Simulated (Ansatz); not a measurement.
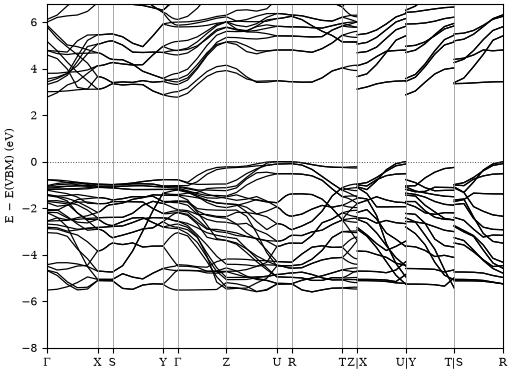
Band structure from plane-wave PAW r²SCAN (Ansatz code)

The gap is 2.77 eV; an edge lies off the plotted path or next to a special point (maximum on the Z–U line, 95 % of the way from Z, minimum at Γ).

Q: Which of these materials gives this?
A) Sn3O4, Pbam (Sn on 4h, Sn on 2c, O on 4g, O on 4h)
B) V2O5, Pmmn (V on 4e, O on 2a, O on 4e, O on 4e)
C) ZnGaNO, Pna2_1 (Zn on 4a, Ga on 4a, O on 4a, N on 4a)
D) Nb2O5, Pmmn (Nb on 4e, O on 2a, O on 4e, O on 4e)

A: D, Nb2O5, Pmmn (Nb on 4e, O on 2a, O on 4e, O on 4e)

The start of the workflow was typed in or built on a structure type; neither database checked (COD, Materials Project) lists it. COD files the formula under space group No. 3, 15, 139. Whether it is the stable phase at ambient conditions was not checked. The r²SCAN relaxation kept the symmetry of its start; its stability against distortions is not shown here. The workflow began spin-polarised and lost its moments. Scalar-relativistic: spin–orbit coupling is off unless named, which matters more the heavier the elements.

Potentials: the earlier of the program's two PAW sets.
